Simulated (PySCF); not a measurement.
# C6H12 (trans-3-Methyl-2-pentene): levels of theory compared

We compute a comparison of 5 runs (B2PLYP/6-31G*, CAM-B3LYP/6-31G*, M06-2X/6-31G*, wB97M-V/6-31G*, wB97X/6-31G*) of C6H12 (trans-3-Methyl-2-pentene). The job is set up through a Python script.

The results are computed with PySCF 2.14.0.

## 1. The molecule

C6H12 has 18 atoms, charge 0, and is taken as a singlet. SMILES: `C/C=C(\C)CC`. Geometry: relaxed at PBE0-D4/def2-TZVP. This is one conformer, not always the lowest.

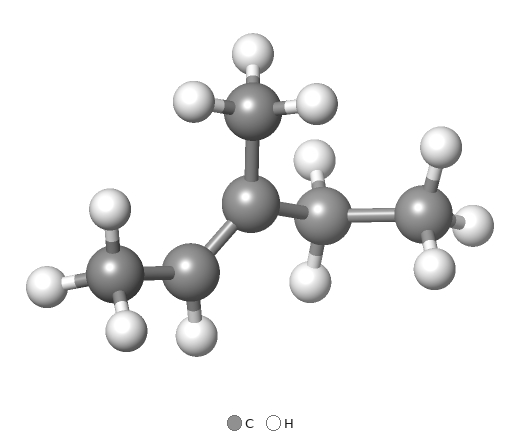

The structure, seen from a chosen angle (carbon grey, hydrogen white).

## 2. A single-point energy at B2PLYP/6-31G(d) (spherical functions) (run 1)

Input file job.py:

```python
from pyscf import gto, dft, mp

mol = gto.M(
    atom='''
C      4.417310     0.771122     1.958323
C      2.047159     1.503995     0.624082
C      0.317209     0.003099    -0.428533
C      0.467140    -2.821682    -0.471827
C     -1.975236     1.121477    -1.679532
C     -4.460887     0.416023    -0.401850
H      6.067287     1.633857     1.055525
H      4.720328    -1.265209     2.011859
H      4.397412     1.451064     3.912905
H      1.707859     3.530953     0.512361
H      0.185136    -3.527779    -2.396759
H     -1.021095    -3.667184     0.689391
H      2.270506    -3.541082     0.208985
H     -2.040035     0.493653    -3.656015
H     -1.785054     3.178765    -1.720936
H     -6.055495     1.325303    -1.346487
H     -4.463949     1.013857     1.575106
H     -4.795596    -1.620251    -0.446618
''',
    unit='bohr',
    basis='6-31g*',
    max_memory=1860,
    verbose=4,
)

ks = dft.RKS(mol)
ks.xc = '0.53*HF + 0.47*B88, 0.73*LYP'
ks.conv_tol = 1e-10
ks.grids.level = 5
ks.kernel()
if not ks.converged:
    ks = ks.newton().run(ks.mo_coeff, ks.mo_occ)

pt = mp.MP2(ks, frozen=6).run()
e_tot = ks.e_tot + 0.27 * pt.e_corr
print('PT2 part  %.8f' % (0.27 * pt.e_corr))
print('E(%s) = %.9f' % ('B2PLYP', e_tot))
```

On the command line:

```bash
$ OMP_NUM_THREADS=1 python job.py
```

Standard output:

```text
PySCF version 2.14.0

[... 88 lines left out ...]
converged SCF energy = -235.275599789143
[... 1 line left out ...]
******** <class 'pyscf.mp.mp2.RMP2'> ********
nocc = 18, nmo = 102
frozen orbitals 6
E(RMP2) = -236.223197179563  E_corr = -0.947597390419781
E(SCS-RMP2) = -236.216705065337  E_corr = -0.941105276193787
E_corr(same-spin) = -0.226167221896097
E_corr(oppo-spin) = -0.721430168523685
PT2 part  -0.25585130
E(B2PLYP) = -235.531451085
```

Wall time 47 s (1 thread of Intel Xeon at 2.70GHz, shared host); peak memory 0.59 GiB.

## 3. The energy at CAM-B3LYP/6-31G(d) (spherical functions) (run 2)

Input file job.py:

```python
# trans-3-Methyl-2-pentene
from pyscf import gto, dft

mol = gto.M(
    atom=[
    ('C', (2.337540, 0.408060, 1.036300)),
    ('C', (1.083310, 0.795880, 0.330250)),
    ('C', (0.167860, 0.001640, -0.226770)),
    ('C', (0.247200, -1.493170, -0.249680)),
    ('C', (-1.045250, 0.593460, -0.888770)),
    ('C', (-2.360600, 0.220150, -0.212650)),
    ('H', (3.210670, 0.864600, 0.558560)),
    ('H', (2.497890, -0.669520, 1.064630)),
    ('H', (2.327010, 0.767870, 2.070620)),
    ('H', (0.903760, 1.868500, 0.271130)),
    ('H', (0.097970, -1.866820, -1.268310)),
    ('H', (-0.540340, -1.940590, 0.364810)),
    ('H', (1.201500, -1.873860, 0.110590)),
    ('H', (-1.079540, 0.261230, -1.934680)),
    ('H', (-0.944610, 1.682130, -0.910680)),
    ('H', (-3.204430, 0.701320, -0.712530)),
    ('H', (-2.362220, 0.536510, 0.833510)),
    ('H', (-2.537720, -0.857400, -0.236340)),
],
    max_memory=1860,
    verbose=3,
    charge=0,
    basis='6-31g*',
)

mf = dft.RKS(mol, xc='cam-b3lyp')
mf.conv_tol = 1e-10
mf.grids.level = 5
mf.kernel()
if not mf.converged:
    mf = mf.newton().run(mf.mo_coeff, mf.mo_occ)

e_tot = mf.e_tot
print('E(%s) = %.9f' % ('CAM-B3LYP', e_tot))
```

On the command line:

```bash
$ OMP_NUM_THREADS=1 python job.py
```

Standard output:

```text
converged SCF energy = -235.694333138533
E(CAM-B3LYP) = -235.694333139
```

Run time: 70 s. Hardware: 1 thread of Intel Xeon at 2.70GHz, shared host; peak memory 0.59 GiB.

Run 3 isn't shown in full; the table further down has it.

## 4. The energy at wB97M-V/6-31G(d) (spherical functions) (run 4)

Input file job.py:

```python
from pyscf import gto, dft

mol = gto.M(
    atom='''
C        2.337540       0.408060       1.036300
C        1.083310       0.795880       0.330250
C        0.167860       0.001640      -0.226770
C        0.247200      -1.493170      -0.249680
C       -1.045250       0.593460      -0.888770
C       -2.360600       0.220150      -0.212650
H        3.210670       0.864600       0.558560
H        2.497890      -0.669520       1.064630
H        2.327010       0.767870       2.070620
H        0.903760       1.868500       0.271130
H        0.097970      -1.866820      -1.268310
H       -0.540340      -1.940590       0.364810
H        1.201500      -1.873860       0.110590
H       -1.079540       0.261230      -1.934680
H       -0.944610       1.682130      -0.910680
H       -3.204430       0.701320      -0.712530
H       -2.362220       0.536510       0.833510
H       -2.537720      -0.857400      -0.236340
''',
    max_memory=1860,
    charge=0,
    basis='6-31g*',
    spin=0,
    verbose=4,
)

mf = dft.RKS(mol)
mf.xc = 'wb97m-v'
mf.nlcgrids.level = 1
mf.conv_tol = 1e-10
mf.grids.level = 5
mf.kernel()
if not mf.converged:
    mf = mf.newton().run(mf.mo_coeff, mf.mo_occ)

etot = mf.e_tot
print('E(%s) = %.9f' % ('WB97M-V', etot))
```

On the command line:

```bash
$ OMP_NUM_THREADS=1 python job.py
```

Standard output:

```text
PySCF version 2.14.0

[... 96 lines left out ...]
converged SCF energy = -235.699298995389
E(WB97M-V) = -235.699298995
```

It took 5 min on 1 thread of Intel Xeon at 2.70GHz, shared host; peak memory 0.71 GiB.

## 5. The energy at wB97X/6-31G(d) (spherical functions) (run 5)

Input file mol.xyz:

```xyz
18
C6H12
C      2.337540     0.408060     1.036300
C      1.083310     0.795880     0.330250
C      0.167860     0.001640    -0.226770
C      0.247200    -1.493170    -0.249680
C     -1.045250     0.593460    -0.888770
C     -2.360600     0.220150    -0.212650
H      3.210670     0.864600     0.558560
H      2.497890    -0.669520     1.064630
H      2.327010     0.767870     2.070620
H      0.903760     1.868500     0.271130
H      0.097970    -1.866820    -1.268310
H     -0.540340    -1.940590     0.364810
H      1.201500    -1.873860     0.110590
H     -1.079540     0.261230    -1.934680
H     -0.944610     1.682130    -0.910680
H     -3.204430     0.701320    -0.712530
H     -2.362220     0.536510     0.833510
H     -2.537720    -0.857400    -0.236340
```

Input file input.py:

```python
from pyscf import gto, dft

mol = gto.M(
    atom='mol.xyz',
    verbose=4,
    max_memory=1860,
    basis='6-31g*',
    spin=0,
)

calc0 = dft.RKS(mol)
calc0.xc = 'wb97x'
calc0.conv_tol = 1e-10
calc0.grids.level = 5
calc0.kernel()
if not calc0.converged:
    calc0 = calc0.newton().run(calc0.mo_coeff, calc0.mo_occ)

etot = calc0.e_tot
print(f'total energy: {etot:.8f} hartree')
```

On the command line:

```bash
$ OMP_NUM_THREADS=1 python input.py
```

Standard output:

```text
PySCF version 2.14.0

[... 85 lines left out ...]
converged SCF energy = -235.784073035234
total energy: -235.78407304 hartree
```

It took 68 s on 1 thread of Intel Xeon at 2.70GHz, shared host; peak memory 0.59 GiB.

## 6. All runs side by side

| run | level | frozen core orbitals | nlc grid | energy (Eh) | dipole moment (D) | HOMO energy (eV) | LUMO energy (eV) | wall time |
| --- | --- | --- | --- | --- | --- | --- | --- | --- |
| 1 | B2PLYP/6-31G* (spherical functions) | 6 | – | -235.531451 | 0.16 | -7.29 | 2.79 | 47 s |
| 2 | CAM-B3LYP/6-31G* (spherical functions) | – | – | -235.694333 | 0.17 | -7.66 | 2.49 | 70 s |
| 3 | M06-2X/6-31G* (spherical functions) | – | – | -235.717305 | 0.15 | -7.61 | 2.14 | 71 s |
| 4 | wB97M-V/6-31G* (spherical functions) | – | 1 | -235.699299 | 0.16 | -8.57 | 3.43 | 5 min |
| 5 | wB97X/6-31G* (spherical functions) | – | – | -235.784073 | 0.15 | -8.71 | 3.49 | 68 s |

## 7. Outcome

```
            quantity          value
 run 5: total energy  -235.78407 Eh
run 5: dipole moment         0.15 D
  run 5: HOMO energy       -8.71 eV
  run 5: LUMO energy        3.49 eV
run 5: HOMO–LUMO gap       12.20 eV
```

The dipole moment (its size) runs from 0.15 D (M06-2X/6-31G*) to 0.17 D (CAM-B3LYP/6-31G*). The HOMO–LUMO gap runs from 9.76 eV (M06-2X/6-31G*) to 12.20 eV (wB97X/6-31G*). Totals of different functionals can't be ranked against each other. All runs together took 9.2 min, the longest 5 min.
